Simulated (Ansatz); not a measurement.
**C₃H₇B: trial inputs and their diagnosis**

Aim: try 3 inputs for C₃H₇B as typed, read how each ends, and find what has to change.

The runs use Ansatz 0.2.0, Gaussian basis; the settings change from run to run.

**1. The relaxed structure**

The geometry comes from an earlier relaxation with PBE0-D4 in a triple-zeta def2 set; it is a stationary point, not always the lowest conformer.

SMILES `B1CCC1`, 11 atoms, charge 0, spin multiplicity 1.

Atoms are counted from 1 here; the program's logs count them from 0.

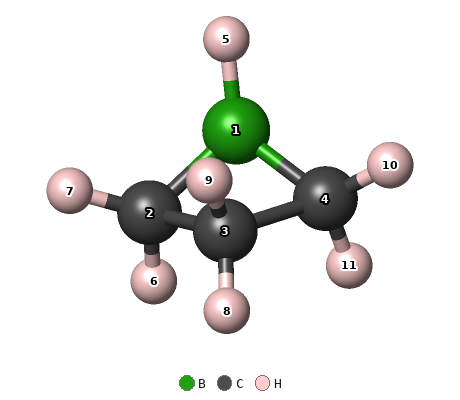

The structure; boron green, carbon dark grey, hydrogen pink; atoms are numbered from 1 in the order of the file.

Coordinates:

```tsv
atom	x (Å)	y (Å)	z (Å)
B1	-0.1331	0.5564	-0.9367
C2	-0.1730	1.0579	0.5253
C3	0.4604	-0.3867	0.5655
C4	-0.4108	-0.9336	-0.6310
H5	0.5814	0.9733	-1.8018
H6	-1.1199	1.0095	1.0601
H7	0.4309	1.9004	0.8534
H8	0.2848	-0.9104	1.5036
H9	1.5309	-0.3945	0.3588
H10	-0.0021	-1.7266	-1.2526
H11	-1.3840	-1.2027	-0.2243
```

**2. Input 1**

Input file in.yaml:

```yaml
crystal:
  periodic: [false, false, false]
  atoms:
    - {symbol: B, position_ang: [-0.221469, 0.689164, -0.910080]}
    - {symbol: C, position_ang: [-0.326338, 1.078685, 0.658739]}
    - {symbol: C, position_ang: [0.443846, -0.460663, 0.577617]}
    - {symbol: C, position_ang: [-0.411623, -1.016653, -0.769228]}
    - {symbol: H, position_ang: [0.531853, 0.990398, -1.893315]}
    - {symbol: H, position_ang: [-1.056841, 1.048672, 1.054000]}
    - {symbol: H, position_ang: [0.379735, 1.948624, 0.938917]}
    - {symbol: H, position_ang: [0.285362, -0.995840, 1.476403]}
    - {symbol: H, position_ang: [1.562751, -0.390660, 0.311323]}
    - {symbol: H, position_ang: [-0.128117, -1.900273, -1.086362]}
    - {symbol: H, position_ang: [-1.313498, -1.228703, -0.302992]}
basis:
  gaussian: {orbitals: ANO-RCC-VTZP}
hamiltonian: {xc: {name: B3LYP-D3}, dispersion: d4}
output: {forces: true}
```

Started as:

```bash
$ ansatz run in.yaml --threads 2 --pin off --events-out ev --progress --plain --max-ram 4352MiB
```

Standard output:

```text
Error: YAML parse error: error: line 17 column 19: hamiltonian.xc: no functional is named "B3LYP-D3"; the names, which are not case-sensitive, are SVWN5, SPW92, PBE, PBE0, PBEsol, revPBE, revPBE0, RPBE, rPW86-PBE, HSE06, wPBEh, LC-wPBE, HISS, HF, BLYP, B3LYP, B3LYP5, BHLYP, CAM-B3LYP, r2SCAN, r2SCANh, r2SCAN0, r2SCAN50, m-r2SCAN, B97, wB97, wB97X, wB97X-V, B97M-V, wB97M-V, B2PLYP, B2GP-PLYP, PBE0-DH, PBE-QIDH
  --> <input>:17:19
   |
15 | basis:
16 |   gaussian: {orbitals: ANO-RCC-VTZP}
17 | hamiltonian: {xc: {name: B3LYP-D3}, dispersion: d4}
   |                   ^ hamiltonian.xc: no functional is named "B3LYP-D3"; the names, which are not case-sensitive, are SVWN5, SPW92, PBE, PBE0, PBEsol, revPBE, revPBE0, RPBE, rPW86-PBE, HSE06, wPBEh, LC-wPBE, HISS, HF, BLYP, B3LYP, B3LYP5, BHLYP, CAM-B3LYP, r2SCAN, r2SCANh, r2SCAN0, r2SCAN50, m-r2SCAN, B97, wB97, wB97X, wB97X-V, B97M-V, wB97M-V, B2PLYP, B2GP-PLYP, PBE0-DH, PBE-QIDH
18 | output: {forces: true}
   |
```

Run time: 0.05 s. Hardware: 2 threads of Arm Neoverse V1, shared host.

Diagnosis: The program refused the input. The method's name isn't one that the program takes here. Its coordinates are also moved off the relaxed structure. To mend it, name a functional that the program knows.

**3. Input 2**

Input file in.yaml:

```yaml
crystal:
  periodic: [false, false, false]
  atoms:
    - {symbol: B, position_ang: [-0.133090, 0.556356, -0.936668]}
    - {symbol: C, position_ang: [-0.173024, 1.057890, 0.525332]}
    - {symbol: C, position_ang: [0.460393, -0.386667, 0.565467]}
    - {symbol: C, position_ang: [-0.410791, -0.933634, -0.630982]}
    - {symbol: H, position_ang: [0.581403, 0.973337, -1.801761]}
    - {symbol: H, position_ang: [-1.119888, 1.009522, 1.060113]}
    - {symbol: H, position_ang: [0.430899, 1.900435, 0.853385]}
    - {symbol: H, position_ang: [0.284777, -0.910450, 1.503643]}
    - {symbol: H, position_ang: [1.530902, -0.394460, 0.358760]}
    - {symbol: H, position_ang: [-0.002101, -1.726620, -1.252573]}
    - {symbol: H, position_ang: [-1.383979, -1.202713, -0.224314]}
basis:
  gaussian: {orbitals: "6-31G*"}
magnetization: {spin_polarized: true, initial_magnetization: 1}
hamiltonian: {xc: {name: wB97}, pseudopotentials: {relativity: scalar}}
scf: {lower_state_search: full}
```

Launched as before.

Standard output:

```text
Error: a molecule whose nuclei and cores have a total charge of 30 cannot have a net charge of 0 together with 1 unpaired electrons
```

Run time: 0.05 s. Hardware: 2 threads of Arm Neoverse V1, shared host.

What is wrong: Refused before any calculation. The number of unpaired electrons doesn't fit the electron count. To mend it, make charge and initial_magnetization agree: an even electron count takes an even number of unpaired electrons.

**4. Input 3**

Input file in.yaml:

```yaml
crystal:
  periodic: [false, false, false]
  atoms:
    - {symbol: B, position_ang: [-0.251503, 1.051361, -1.770046]}
    - {symbol: C, position_ang: [-0.326969, 1.999123, 0.992734]}
    - {symbol: C, position_ang: [0.870018, -0.730695, 1.068578]}
    - {symbol: C, position_ang: [-0.776283, -1.764313, -1.192384]}
    - {symbol: H, position_ang: [1.098692, 1.839342, -3.404837]}
    - {symbol: H, position_ang: [-2.116282, 1.907721, 2.003324]}
    - {symbol: H, position_ang: [0.814282, 3.591302, 1.612664]}
    - {symbol: H, position_ang: [0.538151, -1.720502, 2.841474]}
    - {symbol: H, position_ang: [2.892986, -0.745422, 0.677958]}
    - {symbol: H, position_ang: [-0.003970, -3.262839, -2.367020]}
    - {symbol: H, position_ang: [-2.615342, -2.272799, -0.423893]}
basis:
  gaussian: {orbitals: cc-pVTZ-DK}
hamiltonian: {xc: {name: HF}}
correlation: {method: rpa}
```

Launched as before.

Standard output, cut to the lines that bear on the results:

```text
Functional definition: HF
  name "HF"
  cite "Fock, Z. Phys. 61, 126 (1930) doi:10.1007/BF01340294"
  parent pbe
[...]
1181 factors; integrals over basis functions are off by at most 9.8e-4 eV
[...]
mean field -3832.84252317 eV, -140.8543647326 hartree, gradient 1.7e-6 eV, S^2 0.000000; 2 other end points of the search recorded, 0 dependent functions left out; unrestricted orbitals would lower it
[...]
unrestricted determinant -3841.82823189 eV, -141.1845834374 hartree, S^2 5.7930
4 core orbitals not correlated: weight in the atoms' cores, before any rotation towards them, 1.000 or more for the frozen orbitals, at most 0.000 for the correlated occupied ones
reference -3832.84252317 eV, -140.8543647326 hartree; 11, 11 occupied and 203, 203 virtual orbitals, 1181 factors
Total energy: -3854.26798499 eV, -141.6417359316 hartree
Relativity: scalar
```

Wall time 15 s (2 threads of Arm Neoverse V1, shared host).

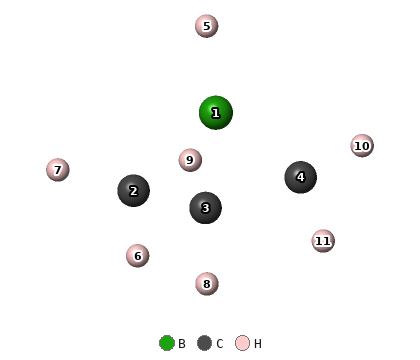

The geometry of this input.

**Diagnosis.** The run converged, but a converged run isn't a right one. The coordinates are in bohr but typed as ångström. The shortest distance is 2.05 Å (C2–H7), against 1.09 Å in the relaxed molecule. Its energy is no property of the relaxed molecule. To mend it, take the coordinates from the file in ångström.

**5. How the tries ended**

```tsv
input	level	ended	cause	time
1	B3LYP-D3/ANO-RCC-VTZP	refused	the method's name isn't one that the program takes here	0.05 s
2	wB97/6-31G*	refused	the number of unpaired electrons doesn't fit the electron count	0.05 s
3	RPA/cc-pVTZ-DK	converged	the coordinates are in bohr but typed as ångström	15 s
```

In words: 2 refused, 1 converged. A refusal costs next to no computing time. The dangerous case is the input that converges on a wrong geometry, charge, spin, basis or grid: often only a look at the input shows it.
